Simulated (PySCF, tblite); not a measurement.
# Al₁₃N₁₃H₁₆: electronic excitations

Aim: compute the electronic excitations of Al₁₃N₁₃H₁₆.

Programs: tblite 0.8.0 and PySCF 2.14.0, with routines of our own; each step states its level. All values are computed. Atoms count from 0.

### Step 1. The system as given

42 atoms, charge 0, multiplicity 1; geometry from: force field, distance geometry or constructed start.

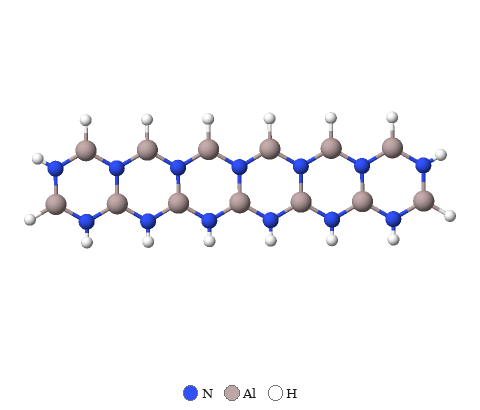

The starting geometry (nitrogen blue, aluminium light grey, hydrogen white); sticks join atoms by distance alone.

### Step 2. Geometry optimisation with GFN2-xTB

The job: settings as JSON, then the geometry in Å.

```
{"job": {"kind": "relax", "xc": "GFN2-xTB", "basis": "xTB"}, "charge": 0, "multiplicity": 1}
N      6.240300     0.838700    -0.001600
Al     4.673300     1.743100    -0.006900
N      3.122900     0.838200     0.001000
Al     3.117000    -0.955100    -0.006200
N      4.675500    -1.860700     0.003400
Al     6.232100    -0.960000    -0.002600
N     -6.235300     0.842200    -0.003300
Al    -7.790800     1.743200     0.001500
N     -9.350400     0.838400    -0.000400
Al    -9.355900    -0.960300     0.001600
N     -7.796300    -1.860700    -0.002100
Al    -6.237900    -0.961500    -0.000000
N     -0.003400     0.841200     0.005000
Al    -1.556600     1.739900    -0.002700
N     -3.119900     0.845600     0.000200
Al    -3.119600    -0.958900     0.006300
N     -1.558400    -1.857600     0.000900
Al    -0.001100    -0.962900    -0.001000
Al     1.558200     1.742300     0.002500
N      1.561600    -1.858600     0.002700
N      9.350800     0.844300     0.001500
Al     7.793300     1.742000    -0.000200
N      7.797600    -1.854900     0.006600
Al     9.348900    -0.963800    -0.001500
Al    -4.676000     1.743100     0.000900
N     -4.682600    -1.860400     0.002500
H      4.677200     3.282800    -0.000700
H      4.675900    -2.898900     0.001200
H     -7.793600     3.280900    -0.002000
H    -10.252600     1.360900     0.003400
H    -10.683200    -1.728900    -0.001100
H     -7.796100    -2.898200     0.000200
H     -1.559800     3.280600    -0.001900
H     -1.556700    -2.900800     0.003700
H      1.560000     3.282300    -0.003300
H      1.559300    -2.897300    -0.002900
H     10.252900     1.360600    -0.004100
H      7.795100     3.283000    -0.002600
H      7.795300    -2.903400    -0.000100
H     10.682000    -1.726100     0.001200
H     -4.676600     3.278200     0.003800
H     -4.670600    -2.905100     0.003700
```

On the command line:

```sh
> OMP_NUM_THREADS=4 python large_run.py task.json out
```

One launch serves the whole session: the jobs run in the order shown.

Log:

```text
step      E/eV     max force
  0   -1656.31334    1.103
  1   -1656.44303    0.420
  2   -1656.45981    0.202
  3   -1656.46661    0.118
  4   -1656.46959    0.089
  5   -1656.47338    0.111
  6   -1656.47593    0.121
  7   -1656.47881    0.116
  8   -1656.48176    0.123
  9   -1656.48487    0.112
 10   -1656.48730    0.075
 11   -1656.48886    0.070
 12   -1656.49008    0.064
 13   -1656.49186    0.092
 14   -1656.49476    0.133
 15   -1656.49866    0.136
 16   -1656.50235    0.117
 17   -1656.50493    0.077
 18   -1656.50679    0.089
 19   -1656.50876    0.097
 20   -1656.51119    0.088
 21   -1656.51387    0.098
 22   -1656.51625    0.081
 23   -1656.51790    0.065
 24   -1656.51884    0.042
 25   -1656.51948    0.037
 26   -1656.52010    0.039
 27   -1656.52079    0.050
 28   -1656.52141    0.051
 29   -1656.52183    0.036
 30   -1656.52211    0.030
 31   -1656.52236    0.035
 32   -1656.52262    0.032
 33   -1656.52286    0.030
 34   -1656.52304    0.027
 35   -1656.52318    0.025
 36   -1656.52329    0.022
 37   -1656.52337    0.013
```

Wall time 5.4 s (4 threads of AMD EPYC 9B14, shared host); peak memory 0.16 GiB.

Relaxation path:

```csv
step,energy from step 0 (eV),largest force (eV/Å)
0,0.0000,1.1025
1,-0.1297,0.4191
2,-0.1465,0.2012
3,-0.1533,0.1183
4,-0.1562,0.0892
5,-0.1600,0.1111
6,-0.1626,0.1203
7,-0.1655,0.1161
8,-0.1684,0.1232
10,-0.1740,0.0752
12,-0.1767,0.0648
14,-0.1814,0.1335
17,-0.1916,0.0769
19,-0.1954,0.0970
21,-0.2005,0.0976
23,-0.2046,0.0651
26,-0.2068,0.0392
28,-0.2081,0.0510
30,-0.2088,0.0296
33,-0.2095,0.0298
34,-0.2097,0.0270
35,-0.2098,0.0250
36,-0.2100,0.0224
37,-0.2100,0.0132
```

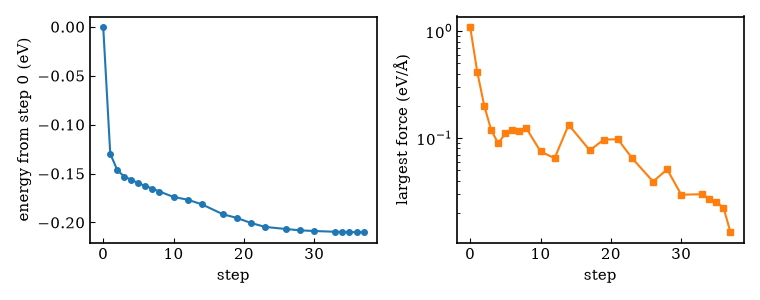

Energy and force, step by step.

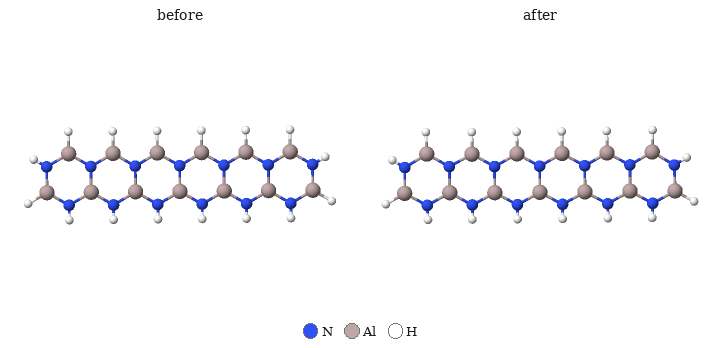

Before and after, at one scale.

Close pairs (by a distance rule), those that changed most:

```csv
bond,before (Å),after (Å),change (Å)
N2–Al3,1.793,1.828,+0.034
N22–H38,1.049,1.017,-0.031
N0–Al5,1.799,1.829,+0.030
N25–H41,1.045,1.016,-0.029
N16–H33,1.043,1.016,-0.027
N6–Al11,1.804,1.829,+0.026
N8–H29,1.043,1.018,-0.024
N12–Al17,1.804,1.827,+0.023
```

The next job starts from the end point, and lists it.

### Step 3. Electronic excitations: TDDFT wB97X-D/6-31G*

The job: settings as JSON, then the geometry in Å.

```
{"job": {"kind": "uv", "basis": "6-31G*", "grid": 1, "kgrid": 0, "vcut": 1.5, "nstates": 6, "ntriplets": 2, "tda": false, "delta": [], "pop": true, "xc": "wB97X-D"}, "charge": 0, "multiplicity": 1}
N      6.349986     0.864893    -0.002439
Al     4.750361     1.717971    -0.001078
N      3.170135     0.838034    -0.001294
Al     3.168316    -0.989654    -0.000208
N      4.761099    -1.835473    -0.000034
Al     6.337491    -0.964261     0.000338
N     -6.350175     0.864235    -0.000093
Al    -7.929034     1.756322    -0.000712
N     -9.479722     0.826015     0.001443
Al    -9.509908    -0.981333    -0.000168
N     -7.927589    -1.836529    -0.000180
Al    -6.337131    -0.964968     0.000371
N     -0.000511     0.835362     0.001368
Al    -1.584993     1.710317    -0.000066
N     -3.170811     0.836905     0.000748
Al    -3.168240    -0.990227     0.002137
N     -1.585313    -1.849767     0.002248
Al    -0.000238    -0.992006     0.001609
Al     1.583753     1.710729    -0.000234
N      1.585104    -1.849499    -0.000677
N      9.479766     0.826214    -0.001691
Al     7.929084     1.756622    -0.001035
N      7.927750    -1.835586     0.000996
Al     9.510041    -0.980815     0.000969
Al    -4.750583     1.717355     0.001646
N     -4.760621    -1.836018     0.002594
H      4.746517     3.254394    -0.002080
H      4.768052    -2.851696     0.000879
H     -7.969384     3.285816    -0.002817
H    -10.355108     1.346606     0.001832
H    -10.839070    -1.732446    -0.000427
H     -7.887109    -2.853088    -0.000745
H     -1.584478     3.245851    -0.003857
H     -1.586125    -2.865575     0.002922
H      1.582934     3.246323    -0.002496
H      1.586507    -2.865379    -0.001286
H     10.354846     1.347241    -0.001708
H      7.969878     3.286334    -0.002717
H      7.887321    -2.852070     0.002403
H     10.838686    -1.731938     0.000534
H     -4.747522     3.253893     0.005858
H     -4.768136    -2.852184     0.003768
```

Level: TDDFT wB97X-D/6-31G*, vertical, gas phase, core orbitals frozen in the response, virtual orbitals cut by energy.

Log:

```text
start: PBE on a coarse grid of 43029 points
cycle   1  E = -3870.3448122675  dE =  2.942e+00  |g| = 2.345e+00  |ddm| = 7.104e+00
cycle   2  E = -3863.7185582043  dE =  6.626e+00  |g| = 5.266e+00  |ddm| = 7.695e+00
cycle   3  E = -3871.5313552775  dE = -7.813e+00  |g| = 5.272e-01  |ddm| = 6.502e+00
cycle   4  E = -3871.5856771033  dE = -5.432e-02  |g| = 4.354e-01  |ddm| = 1.071e+00
cycle   5  E = -3871.6257005944  dE = -4.002e-02  |g| = 1.502e-01  |ddm| = 4.441e-01
cycle   6  E = -3871.6325627325  dE = -6.862e-03  |g| = 3.140e-02  |ddm| = 2.011e-01
cycle   7  E = -3871.6327530195  dE = -1.903e-04  |g| = 1.618e-02  |ddm| = 3.912e-02
cycle   8  E = -3871.6328125753  dE = -5.956e-05  |g| = 4.489e-03  |ddm| = 1.689e-02
final grid: 176996 points
cycle   9  E = -3873.5585363654  dE = -3.019e-02  |g| = 1.100e-01  |ddm| = 5.364e-01
cycle  10  E = -3873.5597737029  dE = -1.237e-03  |g| = 9.558e-02  |ddm| = 1.550e-01
cycle  11  E = -3873.5619396881  dE = -2.166e-03  |g| = 2.125e-02  |ddm| = 8.295e-02
cycle  12  E = -3873.5620637028  dE = -1.240e-04  |g| = 6.917e-03  |ddm| = 2.739e-02
cycle  13  E = -3873.5620765763  dE = -1.287e-05  |g| = 8.798e-04  |ddm| = 5.705e-03
cycle  14  E = -3873.5620778369  dE = -1.261e-06  |g| = 3.154e-04  |ddm| = 2.150e-03
cycle  15  E = -3873.5620806756  dE = -2.839e-06  |g| = 1.716e-04  |ddm| = 7.149e-04
cycle  16  E = -3873.5620786645  dE =  2.011e-06  |g| = 5.514e-05  |ddm| = 2.178e-04
converged SCF energy = -3873.5620786645

Static polarisability (au): isotropic 358.967, principal 218.517 334.541 523.844

Singlet excitations
state   eV       nm        f      main configurations
  1   5.4334    228.2   0.00000   H->L 0.48, H-1->L+1 0.12
  2   5.4922    225.7   0.00004   H-1->L 0.40, H->L+1 0.21
  3   5.6177    220.7   0.00000   H-2->L 0.34, H-1->L+1 0.23, H->L+3 0.10
  4   5.6955    217.7   0.00024   H-3->L 0.38, H->L+1 0.12, H-5->L+1 0.09
  5   5.7854    214.3   0.00035   H-4->L 0.27, H-2->L+1 0.18, H-1->L+3 0.17
  6   5.8503    211.9   0.00000   H-3->L+1 0.24, H-5->L 0.21, H->L+3 0.10

Triplet excitations (Tamm-Dancoff, eV): 5.2101 5.2643
```

Run time: 53 s. Hardware: 4 threads of AMD EPYC 9B14, shared host; peak memory 2.3 GiB.

The orbitals next to the gap, with their largest atomic shares:

```csv
orbital,eV,atoms
HOMO−4,-9.04,"N10 13 %, N22 13 %, N19 9 %"
HOMO−3,-8.84,"N12 14 %, N14 13 %, N2 12 %"
HOMO−2,-8.83,"N10 14 %, N22 14 %, N16 12 %"
HOMO−1,-8.65,"N4 14 %, N25 14 %, N22 13 %"
HOMO,-8.59,"N16 15 %, N19 15 %, N25 12 %"
LUMO,0.87,"Al17 10 %, Al18 9 %, Al3 9 %"
LUMO+1,1.23,"Al11 9 %, Al5 9 %, Al24 8 %"
LUMO+2,1.73,"Al21 23 %, Al23 21 %, Al7 21 %"
LUMO+3,1.73,"Al17 8 %, Al11 7 %, Al5 7 %"
```

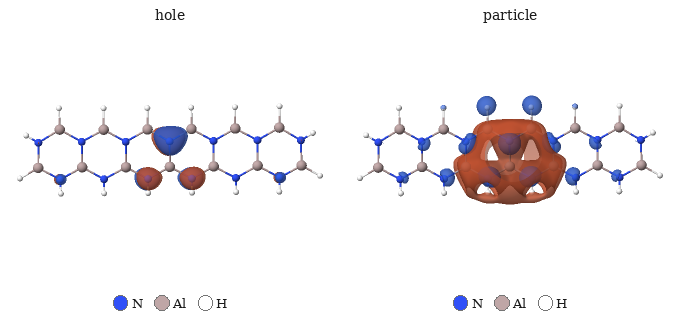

Leading natural transition orbitals of singlet state 5: the electron leaves the hole (left) for the particle orbital (right).

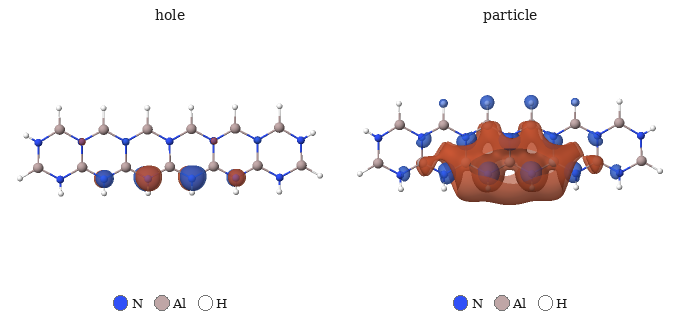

Leading natural transition orbitals of singlet state 1: the electron leaves the hole (left) for the particle orbital (right).

Further results of this job:

```csv
property,computed
dipole moment (D),6.47
polarisability (Å³),53.19
HOMO–LUMO gap (eV),9.46
−ε(HOMO) (eV),8.59
```

Orbitals, density, ELF and potential are computed afterwards from the orbital file.

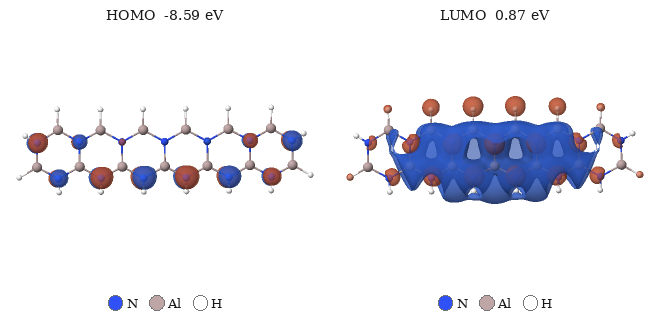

Frontier orbitals at wB97X-D/6-31G*; each surface holds 70 % of the orbital's density, blue and red mark the sign. The LUMO is diffuse and is cut off by the edge of the grid.

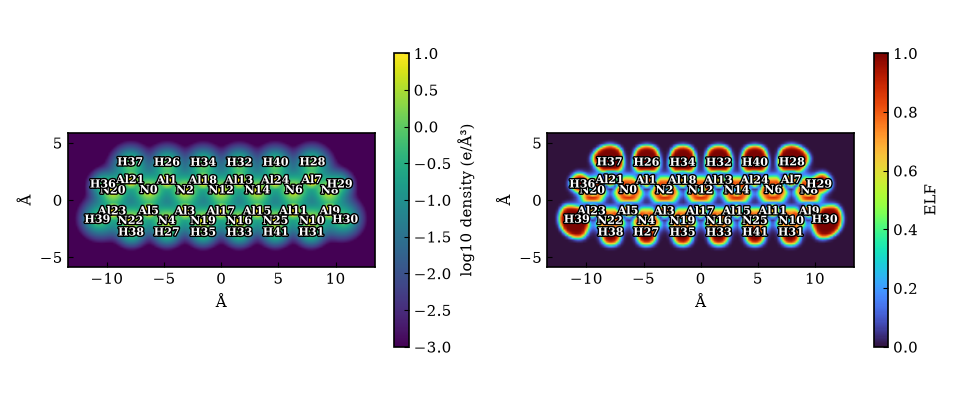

Density (left) and ELF (right) in a plane through or near 42 of the atoms.

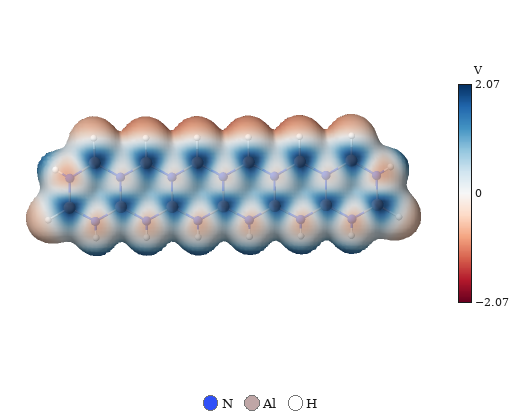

Electrostatic potential on the surface of density 0.002 e/bohr³; red is low, blue high. It runs from -0.97 to 2.07 V.

### Step 4. Summary of results

| quantity | value |
| --- | --- |
| lowest singlet (wB97X-D/6-31G*) | 5.43 eV (228 nm), f = 0.000 |
| brightest single state of those computed | state 5, 5.79 eV, f = 0.000 |
| lowest triplet | 5.21 eV |
| surface potential, least and greatest | -0.97 V and 2.07 V |

What this shows: The first singlet state (HOMO→LUMO 0.48, HOMO−1→LUMO+1 0.12) lies at 5.43 eV and is dark. The lowest triplet lies 0.22 eV below the lowest singlet (triplets in Tamm-Dancoff, singlets in full TDDFT).
